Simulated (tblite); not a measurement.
Scan of H3 (cation, charge +1), singlet: collinear H-H-H surface. Scanned: first H-H distance and second H-H distance.

Cartesian coordinates as functions of the variables (Å; names that start with a are angles):
```
H  0  0  -r1
H  0  0  0
H  0  0  r2
```

Calculation: GFN2-xTB, 300 K electronic temperature (tblite 0.5.0).

Energy in kcal/mol above the lowest grid point; x is the first H-H distance (Å), y the second H-H distance (Å).

| y \ x | 0.63 | 0.68 | 0.74 | 0.80 | 0.87 | 0.94 | 1.02 | 1.11 | 1.22 | 1.37 | 1.55 | 1.81 | 2.15 |
|---|---|---|---|---|---|---|---|---|---|---|---|---|---|
| 2.15 | 70.9 | 62.5 | 56.2 | 52.7 | 51.2 | 51.6 | 53.9 | 57.9 | 63.9 | 73.0 | 83.9 | 98.1 | 112.2 |
| 1.81 | 59.8 | 51.2 | 44.5 | 40.7 | 38.9 | 39.2 | 41.2 | 45.0 | 50.8 | 59.7 | 70.4 | 84.3 | 98.1 |
| 1.55 | 48.4 | 39.5 | 32.6 | 28.6 | 26.5 | 26.5 | 28.4 | 31.9 | 37.6 | 46.2 | 56.8 | 70.4 | 83.9 |
| 1.37 | 39.7 | 30.6 | 23.5 | 19.2 | 16.9 | 16.8 | 18.5 | 21.9 | 27.4 | 35.9 | 46.2 | 59.7 | 73.0 |
| 1.22 | 32.8 | 23.5 | 16.2 | 11.7 | 9.2 | 8.9 | 10.5 | 13.7 | 19.0 | 27.4 | 37.6 | 50.8 | 63.9 |
| 1.11 | 28.7 | 19.3 | 11.7 | 7.1 | 4.5 | 4.0 | 5.4 | 8.5 | 13.7 | 21.9 | 31.9 | 45.0 | 57.9 |
| 1.02 | 26.7 | 17.1 | 9.3 | 4.5 | 1.7 | 1.1 | 2.4 | 5.4 | 10.5 | 18.5 | 28.4 | 41.2 | 53.9 |
| 0.94 | 26.6 | 16.9 | 8.8 | 3.8 | 0.7 | 0.0 | 1.1 | 4.0 | 8.9 | 16.8 | 26.5 | 39.2 | 51.6 |
| 0.87 | 28.9 | 18.9 | 10.5 | 5.0 | 1.6 | 0.7 | 1.7 | 4.5 | 9.2 | 16.9 | 26.5 | 38.9 | 51.2 |
| 0.80 | 34.4 | 24.1 | 15.2 | 9.0 | 5.0 | 3.8 | 4.5 | 7.1 | 11.7 | 19.2 | 28.6 | 40.7 | 52.7 |
| 0.74 | 41.6 | 31.2 | 22.0 | 15.2 | 10.5 | 8.8 | 9.3 | 11.7 | 16.2 | 23.5 | 32.6 | 44.5 | 56.2 |
| 0.68 | 50.9 | 40.6 | 31.2 | 24.1 | 18.9 | 16.9 | 17.1 | 19.3 | 23.5 | 30.6 | 39.5 | 51.2 | 62.5 |
| 0.63 | 61.4 | 50.9 | 41.6 | 34.4 | 28.9 | 26.6 | 26.7 | 28.7 | 32.8 | 39.7 | 48.4 | 59.8 | 70.9 |

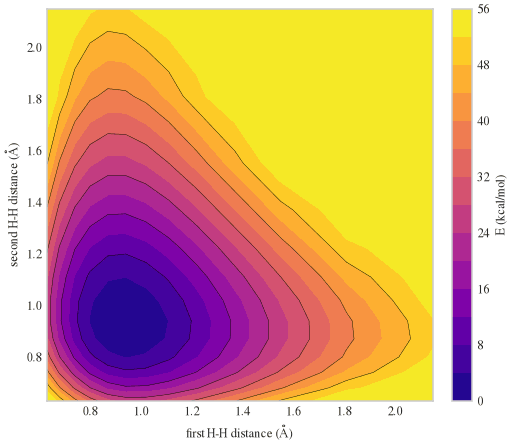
Figure: Energy surface, cut off at 56 kcal/mol.

Points that lie below all their neighbours on the grid: x = 0.94, y = 0.94 (0.0 kcal/mol).
